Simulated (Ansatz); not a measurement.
# Ta(100) with 4 thermally displaced layers, 2x2: scattering by thermal displacements

How much do lattice vibrations at 500 K scatter the electrons of Ta? Layers with random displacements are laid between perfect leads, and the resistance is followed against their length. The measured value for the pure metal at this temperature is 22.9 µΩ cm (CRC Handbook of Chemistry and Physics, 84th ed., 2003, Electrical Resistivity of Pure Metals).

Program: Ansatz 0.2.0. Level of theory: Ansatz plane-wave DFT, PBE, PAW files; ballistic transport by layer matching (Landauer), zero bias; PAW set soft_1. Results are calculated unless marked as measured.

## 1. The starting structure

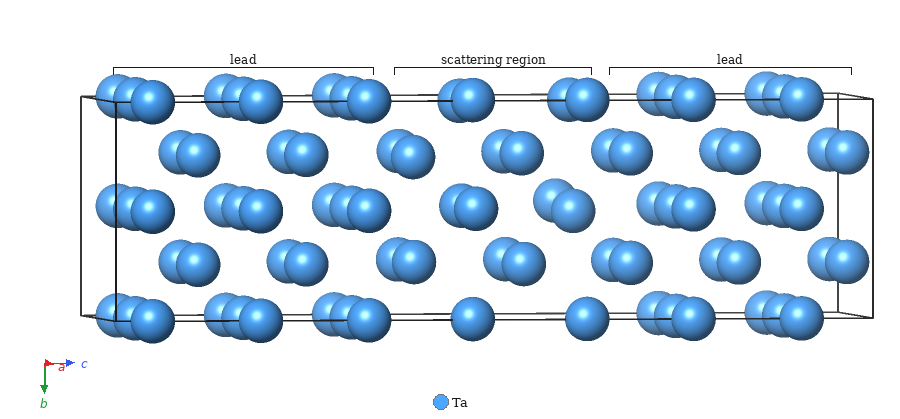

The starting structure, seen from the side, with the c axis across the page (tantalum blue). Some periodic images of atoms are drawn too.

The cell holds 56 atoms: 56 Ta. Cell: a = 6.605 Å, b = 6.605 Å, c = 23.118 Å, α = 90.0°, β = 90.0°, γ = 90.0°. It derives from Ta. Regions: lead, 40 atoms (40 Ta); scattering region, 16 atoms (16 Ta). The structure is stacked along c, and the current runs across the ab planes.

## 2. With 4 displaced layers

Each atom of 4 layers is moved at random, by amounts drawn from a normal law 0.0838 Å wide in each direction from the Debye model (240 K) at 500 K. The layers about the cell's end stay perfect and serve as the lead. Disorder leaves little or no symmetry, which makes such runs dear. Energies from -0.05 to 0.05 eV in steps of 0.05 eV are too few for the program's thermal sum, so it prints no conductance; for a metal the transmission near the Fermi level serves, at a fraction of the cost.

input.yaml reads:

```yaml
crystal:
  lattice:
    - [6.60512, 0.0, 0.0]
    - [0.0, 6.60512, 0.0]
    - [0.0, 0.0, 23.11792]
  atoms:
    - { symbol: Ta, position: [0.0, 0.0, 0.0357142857] }
    - { symbol: Ta, position: [0.0, 0.5, 0.0357142857] }
    - { symbol: Ta, position: [0.5, 0.0, 0.0357142857] }
    - { symbol: Ta, position: [0.5, 0.5, 0.0357142857] }
    - { symbol: Ta, position: [0.25, 0.25, 0.1071428571] }
    - { symbol: Ta, position: [0.25, 0.75, 0.1071428571] }
    - { symbol: Ta, position: [0.75, 0.25, 0.1071428571] }
    - { symbol: Ta, position: [0.75, 0.75, 0.1071428571] }
    - { symbol: Ta, position: [0.0, 0.0, 0.1785714286] }
    - { symbol: Ta, position: [0.0, 0.5, 0.1785714286] }
    - { symbol: Ta, position: [0.5, 0.0, 0.1785714286] }
    - { symbol: Ta, position: [0.5, 0.5, 0.1785714286] }
    - { symbol: Ta, position: [0.25, 0.25, 0.25] }
    - { symbol: Ta, position: [0.25, 0.75, 0.25] }
    - { symbol: Ta, position: [0.75, 0.25, 0.25] }
    - { symbol: Ta, position: [0.75, 0.75, 0.25] }
    - { symbol: Ta, position: [0.0, 0.0, 0.3214285714] }
    - { symbol: Ta, position: [0.0, 0.5, 0.3214285714] }
    - { symbol: Ta, position: [0.5, 0.0, 0.3214285714] }
    - { symbol: Ta, position: [0.5, 0.5, 0.3214285714] }
    - { symbol: Ta, position: [0.2515955416, 0.248323563, 0.3951791689] }
    - { symbol: Ta, position: [0.2513312034, 0.7432022489, 0.3941682038] }
    - { symbol: Ta, position: [0.7665480205, 0.2620186462, 0.3903055599] }
    - { symbol: Ta, position: [0.7339415493, 0.7420905228, 0.3930069814] }
    - { symbol: Ta, position: [0.970494896, 0.9972234902, 0.4597683262] }
    - { symbol: Ta, position: [0.9907073813, 0.493093245, 0.4631388823] }
    - { symbol: Ta, position: [0.5052236736, 0.0132297025, 0.463819677] }
    - { symbol: Ta, position: [0.5173406938, 0.491558547, 0.4655602094] }
    - { symbol: Ta, position: [0.2614652167, 0.2511930348, 0.5330185275] }
    - { symbol: Ta, position: [0.2383031213, 0.744191368, 0.5365126629] }
    - { symbol: Ta, position: [0.737187744, 0.2473455203, 0.5351369723] }
    - { symbol: Ta, position: [0.7568634383, 0.7527240671, 0.5370027859] }
    - { symbol: Ta, position: [0.9917027846, 0.9983551772, 0.6099853729] }
    - { symbol: Ta, position: [0.0189519389, 0.4840222074, 0.6126319984] }
    - { symbol: Ta, position: [0.5170794274, 0.0099149974, 0.6081017128] }
    - { symbol: Ta, position: [0.4960162569, 0.5185025731, 0.6142503054] }
    - { symbol: Ta, position: [0.25, 0.25, 0.6785714286] }
    - { symbol: Ta, position: [0.25, 0.75, 0.6785714286] }
    - { symbol: Ta, position: [0.75, 0.25, 0.6785714286] }
    - { symbol: Ta, position: [0.75, 0.75, 0.6785714286] }
    - { symbol: Ta, position: [0.0, 0.0, 0.75] }
    - { symbol: Ta, position: [0.0, 0.5, 0.75] }
    - { symbol: Ta, position: [0.5, 0.0, 0.75] }
    - { symbol: Ta, position: [0.5, 0.5, 0.75] }
    - { symbol: Ta, position: [0.25, 0.25, 0.8214285714] }
    - { symbol: Ta, position: [0.25, 0.75, 0.8214285714] }
    - { symbol: Ta, position: [0.75, 0.25, 0.8214285714] }
    - { symbol: Ta, position: [0.75, 0.75, 0.8214285714] }
    - { symbol: Ta, position: [0.0, 0.0, 0.8928571429] }
    - { symbol: Ta, position: [0.0, 0.5, 0.8928571429] }
    - { symbol: Ta, position: [0.5, 0.0, 0.8928571429] }
    - { symbol: Ta, position: [0.5, 0.5, 0.8928571429] }
    - { symbol: Ta, position: [0.25, 0.25, 0.9642857143] }
    - { symbol: Ta, position: [0.25, 0.75, 0.9642857143] }
    - { symbol: Ta, position: [0.75, 0.25, 0.9642857143] }
    - { symbol: Ta, position: [0.75, 0.75, 0.9642857143] }
kpoints:
  mp_grid: { grid: [4, 4, 1] }
hamiltonian:
  xc: pbe
  pseudopotentials: { kind: paw, azcp: { folder: soft_1 } }
scf:
  occupations: { method: fermi_dirac, width: 0.1 }
output:
  transmission: { leads: [[0, 4]], kmesh: [8, 8], e_range: [-0.05, 0.05], de: 0.05 }
  write_potential: true
  write_density: true
  volumetric_format: npy
  elf: true
```

Started as:

```
$ ansatz run input.yaml --threads 4 --pin off --max-ram 15360MiB --backend cpu --events-out ev --progress --plain --runs-dir out
```

Numbers of over 12 decimals in the logs are rounded to 6 here.

The log of the run:

```text
Engine: ansatz 0.2.0, aarch64-unknown-linux-gnu
Pseudopotentials: kind: paw
Pseudopotential: Ta, paw, valence charge 13, recommended cutoff 420 eV (normal), soft_1/Ta.paw.azcp
Functional definition: PBE
  parameter kappa = 0.804
  parameter beta = 0.066725
  exchange = pbe_x(kappa = kappa, mu = beta*pi^2/3)
  correlation = pbe_c(beta = beta)
Crystal: 56 atoms, lattice volume = 1008.580 Å³
Basis set: ecut = 420 eV, 19677 PW (Γ)
Bands: 437, of which v1, the nominal top of the filled ones, is band 364 counted from 1 (363 counted from 0)
Symmetry: 1 space group operations
Space group: P1 (ITA 1), of the structure as read, at distance tolerance 1.0e-4 Å
k-points: 10 of 16 (time reversal used)
Non-local potential: Ta, projectors of the file, l = 0: 3, l = 1: 2, l = 2: 2, l = 3: 1
PAW form: soft (Blöchl's): semilocal exchange-correlation on the pseudo side does not see the compensation charge
PAW one-centre angular grid: Ta, 590 points (default); XC on 64 Gauss nodes
Initial density: superposition of atomic densities (chi_scale 0.1, normalization cell)
Initial wavefunctions: pseudopotential atomic-orbital guess
Functional: x = pbe(κ = 0.804, μ = 0.219515), c = pbe(β = 0.066725)
SCF iter   1: F=—  HF=-556267.710072 eV  |F-HF|=—  |Δ(HF+E_count)|=         —  Δρ=4.24e-2  dr2=2.95e1  ethr=3.10e-3  ⟨swp⟩=5.6  Hψ=17123  notcnv=0  defer=9
preconditioner: auto → Kerker (q_TF=auto, 2.584 Å⁻¹)  [metal: Δε(μ)=0.003 eV  Ē_g=4.262 eV  σ=0.100 eV  W_gap=0.01  n_scr=294 (ndim 8)  ℏωp=19.6 eV  f_vac=0.000  D(μ)=67.44/eV (n_scr^D=740)]
SCF iter   2: F=—  HF=-556263.200097 eV  |F-HF|=—  |Δ(HF+E_count)|=    4.51e0  Δρ=2.60e-2  dr2=8.83e0  ethr=3.10e-3  ⟨swp⟩=2.0  Hψ=5395  notcnv=0  defer=148
SCF iter   3: F=—  HF=-556260.882213 eV  |F-HF|=—  |Δ(HF+E_count)|=    2.32e0  Δρ=3.57e-3  dr2=1.28e-1  ethr=1.21e-3  ⟨swp⟩=3.1  Hψ=8026  notcnv=0  defer=148
SCF iter   4: F=—  HF=-556260.865494 eV  |F-HF|=—  |Δ(HF+E_count)|=   1.67e-2  Δρ=3.56e-4  dr2=1.20e-3  ethr=1.75e-5  ⟨swp⟩=2.2  Hψ=6093  notcnv=0  defer=148
SCF iter   5: F=—  HF=-556260.865472 eV  |F-HF|=—  |Δ(HF+E_count)|=   2.14e-5  Δρ=8.19e-5  dr2=4.14e-5  ethr=1.64e-7  ⟨swp⟩=2.7  Hψ=8277  notcnv=0  defer=148
SCF iter   6: F=—  HF=-556260.864831 eV  |F-HF|=—  |Δ(HF+E_count)|=   6.41e-4  Δρ=9.80e-6  dr2=6.63e-7  ethr=5.69e-9  ⟨swp⟩=2.8  Hψ=8320  notcnv=0  defer=148
SCF iter   7: F=-556260.864831 eV  HF=-556260.864831 eV  |F-HF|=3.26e-9  |Δ(HF+E_count)|=   2.68e-8  Δρ=1.58e-6  dr2=2.00e-8  ethr=1.37e-11  ⟨swp⟩=11.0  Hψ=11958  notcnv=0
SCF 1 converged in 7 iterations: F = -556260.864831 eV  dr2 = 2.00e-8
  greatest PAW one-centre occupation: 0.999 electrons in one spin orbital (limit 2), on the Ta atom at site 20 (counted from 0), in its partial waves of l = 0
transmission: 144 of 1428 steps passed
transmission: 288 of 1428 steps passed
[...]
transmission: 1428 of 1428 steps passed
SCF converged after 7 iterations
Free energy (F): -556260.864831 eV
Harris-Foulkes:  -556260.864831 eV  (|F-HF|=3.26e-9)
Internal energy: -556258.545756 eV  (E = F + TS)
E sigma→0 (E₀):  -556259.705294 eV
Entropy (-TS):   -2.319075 eV (-41.412 meV/atom)
Fermi energy:    18.532443 eV
--- Per-component energies (eV) ---
  E_band       = -5880.979663
  E_kinetic    = 22050.741808
  E_local      = -30807.347928  (includes V_loc(G=0)·N_el)
  E_nonlocal   = -613.941845
  E_hartree    = 11176.547079
  E_xc         = -17995.547365
  E_vxc        = -13090.957695  (∫ρ·V_xc dr)
  E_paw        = -465061.187163  (= ΣΔE_a)
  E_vpaw       = -5772.573165  (= ΣTr[D̂ρ^β])
  E_aug_tail   = 0.005361  (compensation charges beyond the density's cutoff)
  E_ewald      = -75007.815703
  E_smearing   = -2.319075  (= −TS)
  E_closure    = 0.000000  (closes the sum)
  Σ components = -556260.864831   (vs F -556260.864831, Δ=0.00e0)
--- Band table (eV; the first three rows and the last of 10) ---
  k-point 0: bands = [... 360 lower, 19.1876, 19.2004, 19.2060, 19.2249, 19.2459, 19.2615, 19.3681, 19.4023, ... 69 higher]
  k-point 1: bands = [... 360 lower, 18.8792, 18.8872, 18.8953, 18.9160, 18.9287, 18.9463, 18.9713, 19.0099, ... 69 higher]
  k-point 2: bands = [... 360 lower, 18.3852, 18.4150, 18.4284, 18.4695, 18.4852, 18.5109, 18.5859, 18.5920, ... 69 higher]
  k-point 9: bands = [... 360 lower, 17.9180, 17.9281, 17.9410, 17.9440, 17.9683, 17.9703, 17.9752, 17.9908, ... 69 higher]
--- Transmission ---
  basis      : 377 plane waves across, 42 finite elements along
  points     : 34, standing for a mesh of 8 x 8
  energies   : 3 from -0.050000 to 0.050000 eV about the Fermi level, 0.050000 eV apart; the leads are filled to 0.000000 eV, and channels, transmission and decay are at 0.000000 eV
  crystal 0  : Ta4, at the sites [0, 4], period 1.6513 Å, over 16.51 Å; its Hamiltonian steps by up to 4.1 meV
    offset         : up to 0.0000 Å between an atom of the period and one for which it stands
    channels       : 1.045312e1 a spin
    conductance    : none, the energies end too early or step too widely for 300 K: set another output.transmission.e_range or a lower de, or, where they end at an eighth of basis.ecutwfc, a higher one
  junction   : crystal 0 to crystal 0, 0.70 to 22.16 Å
    transmission   : 7.552221e0 a spin
    conductance    : none, the energies end too early or step too widely for 300 K: set another output.transmission.e_range or a lower de, or, where they end at an eighth of basis.ecutwfc, a higher one
```

It took 20 min on 4 threads of Arm Neoverse V2, shared host; peak memory 8.2 GiB; 63 min of CPU time.

In the SCF lines HF is the Harris–Foulkes energy and dr2 the Hartree energy of the density residual, in eV; the loop may stop once dr2 is under the threshold and the program's other checks hold. Hψ counts applications of the Hamiltonian.

This step gave:

| Property | Result |
| --- | --- |
| free energy | -556260.8648 eV |
| energy at zero smearing | -556259.7053 eV |
| Fermi energy | 18.53 eV |
| cell area | 43.63 Å² |
| transmission per spin nearest the Fermi level | 7.552 |
| open channels per spin nearest the Fermi level | 10.45 |
| step of the lead's potential | 4.1 meV |

Per spin. Table of transmission, zone mean by energy, zero at the Fermi level:

```
energy (eV)  transmission, zone mean
    -0.0500                     7.63
     0.0000                     7.55
     0.0500                     7.30
```

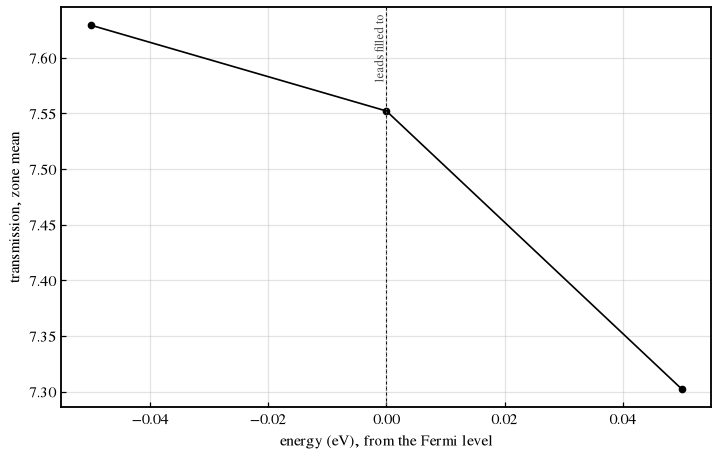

Transmission, zone mean, plotted against energy.

Per spin. Open channels, zone mean, lead against energy, zero at the Fermi level:

```
energy (eV)  open channels, zone mean, lead
    -0.0500                            10.3
     0.0000                            10.5
     0.0500                            9.98
```

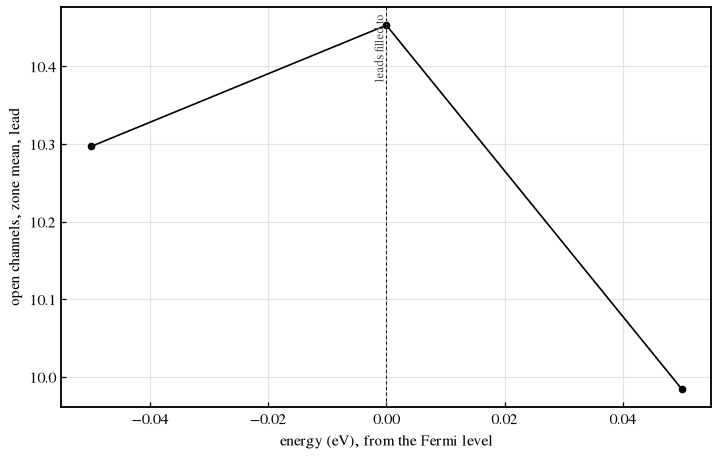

Open channels, zone mean, lead against energy.

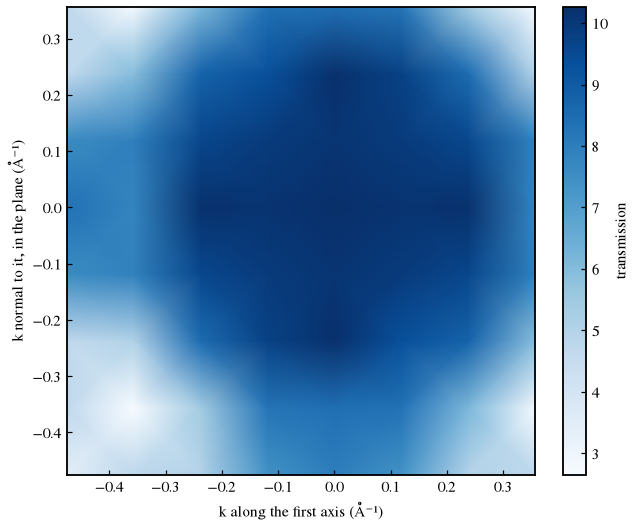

Transmission over k1 and k2. At 0.0000 eV from the Fermi level.

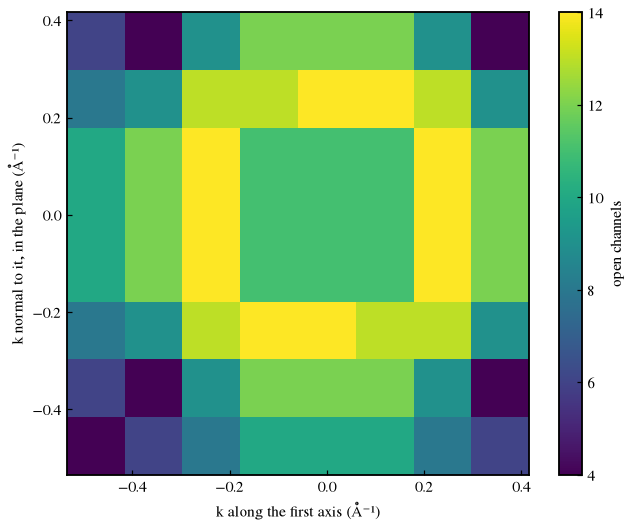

Open channels over k1 and k2. At 0.0000 eV from the Fermi level.

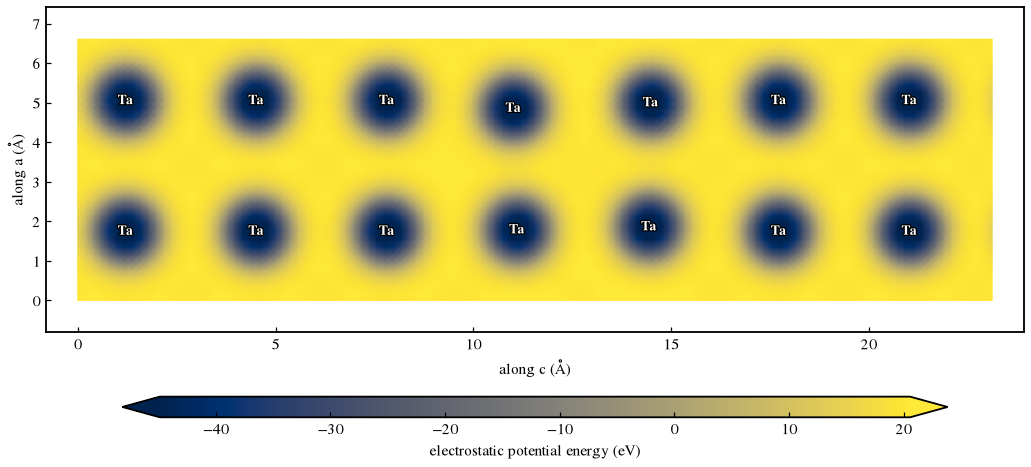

Electrostatic potential energy in the ca plane at fractional y = 0.000, with atoms of Ta within 0.2 Å of it. With pseudopotentials it is smooth inside the atoms' cores, unlike the true potential. The map starts off the cell's origin, so that atoms lie inside it.

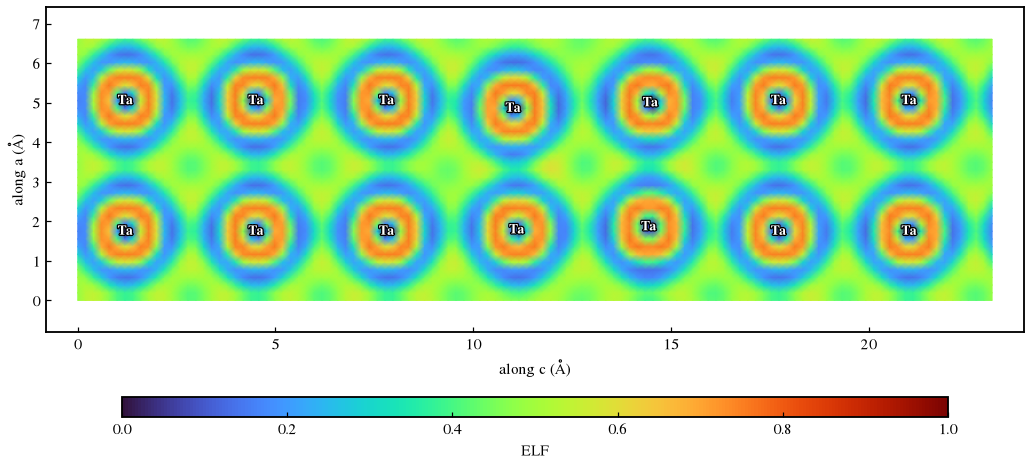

ELF in the ca plane at fractional y = 0.000, with atoms of Ta within 0.2 Å of it. It is the smooth field of the valence electrons, not physical close to the nuclei. The map starts off the cell's origin, so that atoms lie inside it.

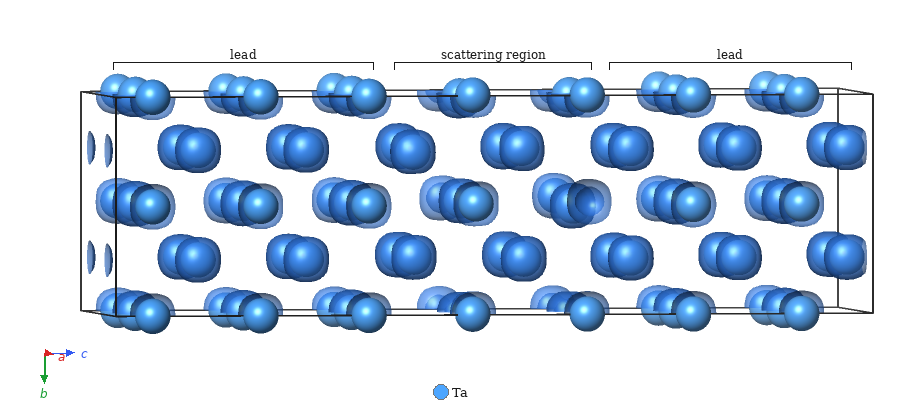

Surface of ELF = 0.69.

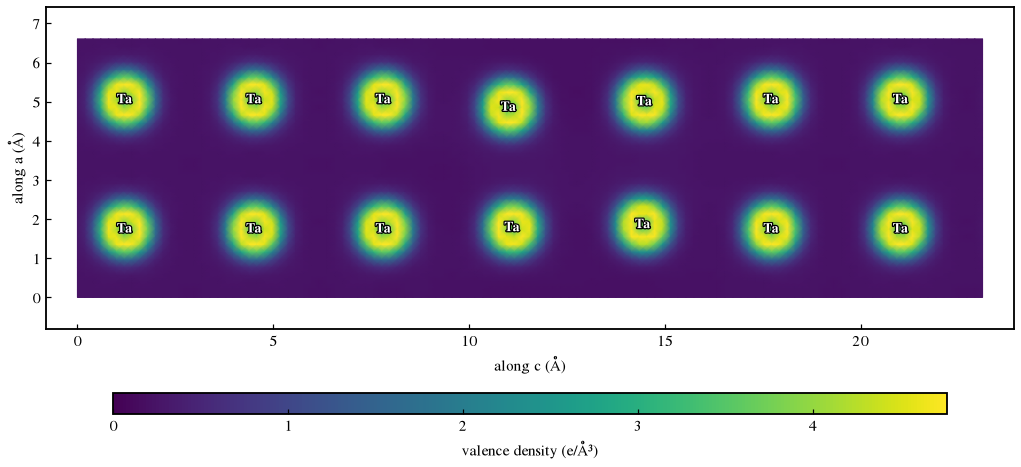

Valence density in the ca plane at fractional y = 0.000, with atoms of Ta within 0.2 Å of it. It is the smooth field of the valence electrons, not physical close to the nuclei. The map starts off the cell's origin, so that atoms lie inside it.

Over the solved energies the transmission per spin lies between 7.30 and 7.63, out of 10.2 channels of the lead on average (up to 10.5).

(Continued in part 2 of 3.)

[Logs are printed without paths, hosts, clocks, repeated set-up lines and the standing remarks that a program may print on its own settings, such as how far it seeks lower states.]

[Hosts, paths, dates, database ids (printed as entryN), source tags and the programs' standing remarks are cut or masked in the printed files.]
